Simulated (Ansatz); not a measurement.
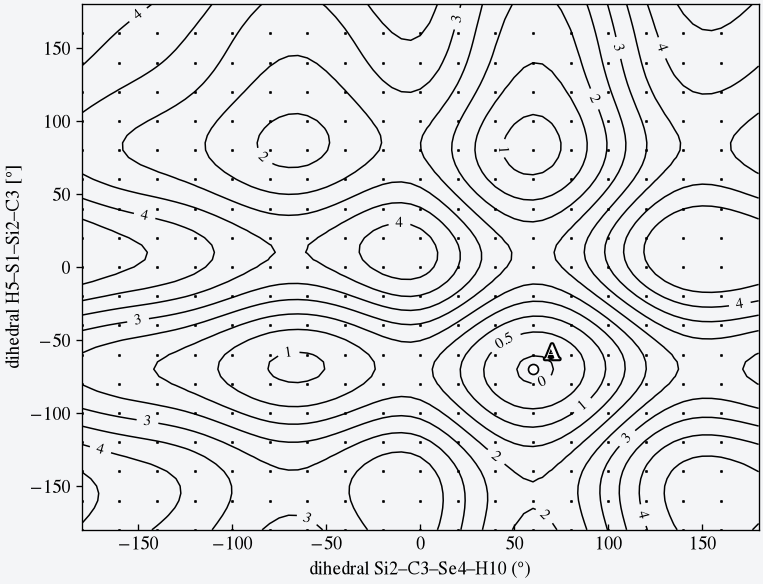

CH₆SSeSi, SMILES S[SiH2]C[SeH]. 
- First axis: dihedral Si2–C3–Se4–H10. Second axis: dihedral H5–S1–Si2–C3.
- Nothing is relaxed (all other coordinates rigid).
- The scan uses an 18 × 18 grid.
- Points are written as (first, second).
- All energies are given in kcal/mol relative to the lowest grid point.
- All numbers below come from RKS PBE-D4/def2-SVP (Ansatz 0.2.0).

The picture shows contour lines labelled in kcal/mol (none above 4.5), dots at the grid points, the point A. Between grid points the surface is interpolated.

**What is the easiest way out of the well at A, and how high is the barrier?**

The easiest path leads from the well at about (60°, −70°) to the well at about (−65°, −70°), about 0.98 kcal/mol higher. Its highest point lies about 1.8 kcal/mol above the bottom of the first well on the interpolated surface, at about (−10°, −70°). Seen from the upper well the barrier is about 0.78 kcal/mol. The start is the relaxed structure and all else is held, so a fully relaxed path at this level can only be lower.

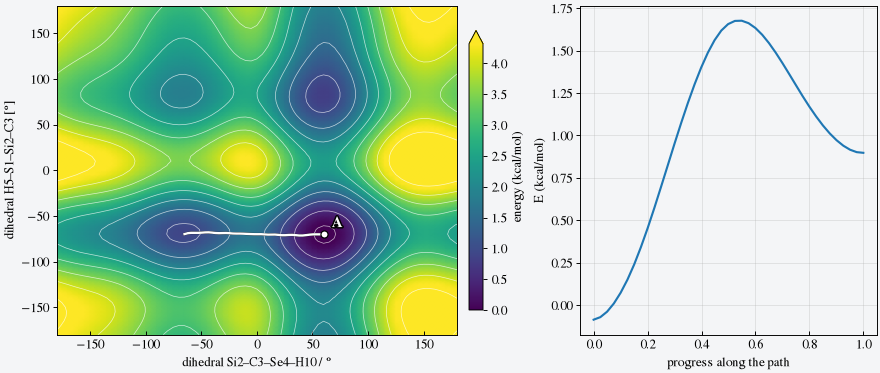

In the figure: a smooth colour map with a few white contour lines, a line along the lowest path, one colour for all values above the top of the scale, the energy along the path at the right. Between grid points the surface is interpolated.
